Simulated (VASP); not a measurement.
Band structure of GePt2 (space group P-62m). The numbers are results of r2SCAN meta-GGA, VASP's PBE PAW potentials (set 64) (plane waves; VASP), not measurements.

Unless said otherwise, spin-orbit coupling is left out, though it shifts the bands of the heavy elements here.

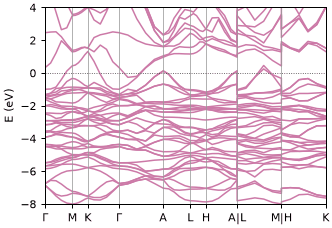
Bands along high-symmetry lines, zero at the valence-band maximum or, without a gap, the Fermi level

Read the plot: is there a gap, and where are the band edges?

It has no gap at this level: it comes out as a metal or semimetal.

The structure comes from a computed database's GePt2 entry (P-62m); how it stands against other phases isn't given here. It was relaxed first.
